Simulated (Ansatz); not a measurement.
# bond stretched by 0.8 Å, between In atomic chains under bias, part 2 of 2

Wanted: I(V), the voltage drop and T(E, V).

Ansatz 0.2.0; DFT PBE, plane waves, PAW; current against voltage, self-consistent under bias.

So far: The starting structure; The sweep under bias.

### 2. The sweep under bias (continued)

The electron density less that at 0 V, planar mean (0.3 V) oscillates, so the rows of the table below give means over windows of 10 Å about each position, cut where the curve ends. Its first 14 maxima inside the range that stand out by 2 % of the span (Å: e/Å³): 96.0: 4.3e-5, 100.2: 1.1e-5, 103.1: 2.1e-5, 106.1: 4.2e-5, 109.0: 5.6e-5, 111.6: 6.2e-5, 114.5: 6.9e-5, 116.2: -6.7e-6, 118.8: -8.5e-6, 121.0: 8.0e-5, 123.3: 8.3e-5, 125.9: 3.9e-5, 128.2: 2.6e-5, 131.1: 5.2e-5. Its first 14 minima: 99.6: -1.6e-7, 102.2: -7.3e-6, 105.1: -1.7e-5, 107.7: -2.1e-5, 110.6: -2.2e-5, 112.9: -2.6e-5, 115.5: -2.0e-5, 117.8: -5.9e-5, 119.4: -3.8e-5, 122.3: -4.6e-5, 124.6: -8.4e-5, 127.2: -1.1e-4, 129.8: -1.0e-4, 132.4: -6.6e-5.

Electron density less that at 0 V, planar mean against z; means over each step:

```csv
z (Å),0.3 V (e/Å³),0.6 V (e/Å³),1 V (e/Å³),1.5 V (e/Å³)
100,1.2e-5,2.4e-5,3.8e-5,5.6e-5
110,8.5e-6,1.0e-5,1.4e-5,1.9e-5
120,-2.9e-6,-5.7e-6,-1.0e-5,-1.8e-5
130,1.8e-6,6.5e-6,8.6e-6,1.5e-5
140,-1.0e-5,-2.1e-5,-2.9e-5,-4.5e-5
150,3.4e-6,1.3e-5,2.4e-5,3.6e-5
160,2.7e-6,-2.2e-6,-5.9e-6,-4.4e-6
170,-2.6e-6,5.6e-7,1.3e-6,-2.9e-7
180,-1.4e-5,-2.9e-5,-4.6e-5,-6.9e-5
```

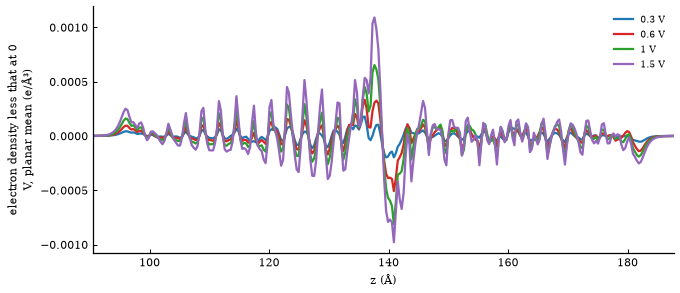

Electron density less that at 0 V, planar mean, plotted against z.

By hand: at 1.5 V the window reaches from -0.75 to 0.75 eV, and the mean transmission a spin over it is 1.08. With sharp Fermi edges I = G0 × V × T̄ = 77.48 μS × 1.5 V × 1.08 = 125 μA, against 125 μA from the program at 300 K.

The zero-bias conductance is 2.29 G₀; current over voltage goes 1.85 at +0.3 V, 1.28 at +0.6 V, 1.14 at +1 V and 1.08 at +1.5 V in the same unit. The leads' misfit reaches 45 meV.

### 3. Current against voltage

This step: DFT PBE, plane waves, PAW; current against voltage, self-consistent under bias; changed: scf.max_iter = 2 (Ansatz 0.2.0).

The input of the bias sweep is made doubtful on purpose.

The input, input.yaml:

```yaml
crystal:
  lattice:
    - [6.0, 0.0, 0.0]
    - [0.0, 6.0, 0.0]
    - [0.0, 0.0, 97.45]
  atoms:
    - { symbol: In, position: [0.5, 0.5, 0.0] }
    - { symbol: In, position: [0.5, 0.5, 0.029245767] }
    - { symbol: In, position: [0.5, 0.5, 0.058491534] }
    - { symbol: In, position: [0.5, 0.5, 0.087737301] }
    - { symbol: In, position: [0.5, 0.5, 0.116983068] }
    - { symbol: In, position: [0.5, 0.5, 0.146228835] }
    - { symbol: In, position: [0.5, 0.5, 0.175474602] }
    - { symbol: In, position: [0.5, 0.5, 0.204720369] }
    - { symbol: In, position: [0.5, 0.5, 0.233966136] }
    - { symbol: In, position: [0.5, 0.5, 0.263211904] }
    - { symbol: In, position: [0.5, 0.5, 0.292457671] }
    - { symbol: In, position: [0.5, 0.5, 0.321703438] }
    - { symbol: In, position: [0.5, 0.5, 0.350949205] }
    - { symbol: In, position: [0.5, 0.5, 0.380194972] }
    - { symbol: In, position: [0.5, 0.5, 0.409440739] }
    - { symbol: In, position: [0.5, 0.5, 0.446895844] }
    - { symbol: In, position: [0.5, 0.5, 0.476141611] }
    - { symbol: In, position: [0.5, 0.5, 0.505387378] }
    - { symbol: In, position: [0.5, 0.5, 0.534633145] }
    - { symbol: In, position: [0.5, 0.5, 0.563878912] }
    - { symbol: In, position: [0.5, 0.5, 0.593124679] }
    - { symbol: In, position: [0.5, 0.5, 0.622370446] }
    - { symbol: In, position: [0.5, 0.5, 0.651616213] }
    - { symbol: In, position: [0.5, 0.5, 0.680861981] }
    - { symbol: In, position: [0.5, 0.5, 0.710107748] }
    - { symbol: In, position: [0.5, 0.5, 0.739353515] }
    - { symbol: In, position: [0.5, 0.5, 0.768599282] }
    - { symbol: In, position: [0.5, 0.5, 0.797845049] }
    - { symbol: In, position: [0.5, 0.5, 0.827090816] }
    - { symbol: In, position: [0.5, 0.5, 0.856336583] }
kpoints:
  mp_grid: { grid: [1, 1, 1] }
scf:
  occupations: { method: fermi_dirac, width: 0.1 }
  max_iter: 2
hamiltonian:
  xc: pbe
output:
  current_voltage:
    leads: [[8, 9], [20, 21]]
    bias: [0.3, 0.6, 1.0, 1.5]
    electrode_ends: [14, 15]
    kmesh: [1, 1]
  write_potential: true
  write_density: true
  volumetric_format: npy
basis:
  ecutwfc: "340 eV"
```

Launch:

```console
> ansatz run input.yaml --threads 8 --pin off --max-ram 16384MiB --backend cpu --events-out ev --progress --plain --runs-dir out
```

Numbers of over 12 decimals in the logs are rounded to 6 here.

Output:

```text
Warning: basis.ecutwfc = 340 eV is below the records' recommended 420 eV, and the density's cutoff is lower with it unless basis.ecutrho_ratio is high enough to keep the records' density cutoff: compare with a run at a higher cutoff
Engine: ansatz 0.2.0, aarch64-unknown-linux-gnu
Pseudopotentials: kind: paw
Pseudopotential: In, paw, valence charge 13, recommended cutoff 420 eV (normal), In.paw.azcp
Functional definition: PBE
  parameter kappa = 0.804
  parameter beta = 0.066725
  exchange = pbe_x(kappa = kappa, mu = beta*pi^2/3)
  correlation = pbe_c(beta = beta)
Crystal: 30 atoms, lattice volume = 3508.200 Å³
Basis set: ecut = 340 eV, 49721 PW (Γ)
Bands: 234, of which v1, the nominal top of the filled ones, is band 195 counted from 1 (194 counted from 0)
Symmetry: 16 space group operations
Space group: P4/mmm (ITA 123), of the structure as read, at distance tolerance 1.5e-4 Å
k-points: 1
Non-local potential: In, projectors of the file, l = 0: 2, l = 1: 2, l = 2: 2, l = 3: 2
PAW form: soft (Blöchl's): semilocal exchange-correlation on the pseudo side does not see the compensation charge
PAW one-centre angular grid: In, 590 points (default); XC on 64 Gauss nodes
Initial density: superposition of atomic densities (neutral atoms: chi_scale 0, normalization atom), corrected by the library's trained network
Initial wavefunctions: pseudopotential atomic-orbital guess
Functional: x = pbe(κ = 0.804, μ = 0.219515), c = pbe(β = 0.066725)
SCF iter   1: F=—  HF=-167895.827782 eV  |F-HF|=—  |Δ(HF+E_count)|=         —  Δρ=1.91e-3  dr2=4.83e0  ethr=1.77e-3  ⟨swp⟩=8.0  Hψ=2167  notcnv=0
preconditioner: auto → LDOS  [metal: Δε(μ)=0.104 eV  Ē_g=13.446 eV  σ=0.100 eV  W_gap=0.24  n_scr=402 (ndim 8)  ℏωp=12.4 eV  f_vac=0.524  D(μ)=69.60/eV (n_scr^D=402)  β→1.0]
SCF iter   2: F=—  HF=-167895.759736 eV  |F-HF|=—  |Δ(HF+E_count)|=   6.80e-2  Δρ=1.15e-3  dr2=2.70e-1  ethr=1.24e-3  ⟨swp⟩=8.0  Hψ=1398  notcnv=0
Error: did not converge after 2 iterations: dr2 = 2.70e-1 (threshold 1.00e-7), under the density mixer `msr1`, which `scf.mixing.algorithm: auto` chose by the deck's other keys (type `scf.mixing.algorithm: msr1` to keep it); raise `scf.max_iter`, which need not help a stalled SCF, or adjust the mixing (`scf.mixing`) or, under a smearing, its width (`scf.occupations.width`, in either direction: another width is another result); this SCF holds its density and magnetisation to the symmetry operations that it keeps, and cannot end on a state that breaks one of them: if the state sought breaks one, re-run with `crystal.symmetry.detect: [rest of the remark cut]
```

It took 6.1 s on 8 threads of Arm Neoverse V2, shared host; peak memory 1.9 GiB.

The run stopped without converging, so none of its numbers is a property of the system.

The program's message: “Error: did not converge after 2 iterations: dr2 = 2.70e-1 (threshold 1.00e-7), under the density mixer `msr1`, which `scf.mixing.algorithm: auto` chose by the deck's other keys (type `scf.mixing.algor …”

The fault put into the input: too few SCF iterations (scf.max_iter = 2).

### 4. What came out

| Item | Value |
| --- | --- |
| conductance at zero bias | 2.29 G₀ |
| current at +0.3 V | 43.1 μA |
| current at +0.6 V | 59.4 μA |
| current at +1 V | 87.9 μA |
| current at +1.5 V | 125 μA |

The junction conducts 2.29 G₀ at zero bias and carries 125 μA at 1.50 V. At 1.50 V the current is 0.47 times what the zero-bias conductance would give; over all biases of the sweep that ratio lies between 0.47 and 0.81. Of the 1.50 V, 1.41 V drops at the junction and the rest at the reservoirs. A wire screens slowly, so the current depends on the leads' length and the box width; neither was converged here. Transport is coherent and elastic here: the atoms are frozen, so scattering by vibrations plays no part. A cutoff under the files' recommended one was taken to save time; its effect on T(E) was not tested here.

[Logs are printed without paths, hosts, clocks, repeated set-up lines and the standing remarks that a program may print on its own settings, such as how far it seeks lower states.]

[Hosts, paths, dates, database ids (printed as entryN), source tags and the programs' standing remarks are cut or masked in the printed files.]
